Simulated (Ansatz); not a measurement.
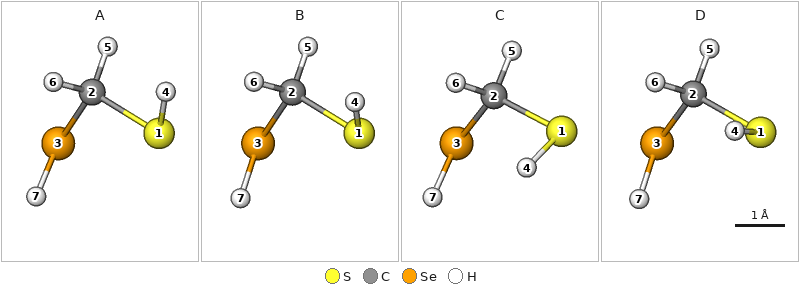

4 geometries from a converged minimum-energy path of CH4SSe, shuffled. The picture is a ball-and-stick view, seen from a free direction.

All numbers below come from Ansatz, RKS PBE0-D4/def2-SVP. Set-up: 5 movable images; climbing image; force threshold 0.05 eV/Å; iteration limit 60; starting path by image-dependent pair potential.

Q: Which of them lies highest in energy?

A: D. In order along the path, whose images run from 0 to 6: C (image 1, +0.013 eV), D (image 3, +0.058 eV), B (image 5, +0.030 eV), A (image 6, +0.021 eV). The motion is a rotation about the S1–C2 bond by about 105°. No bond forms or breaks between the ends. Among the angles between lasting bonds that change up to the highest image: S1–C2–H5 105.7° → 109.6°, S1–C2–Se3 117.9° → 114.9°.
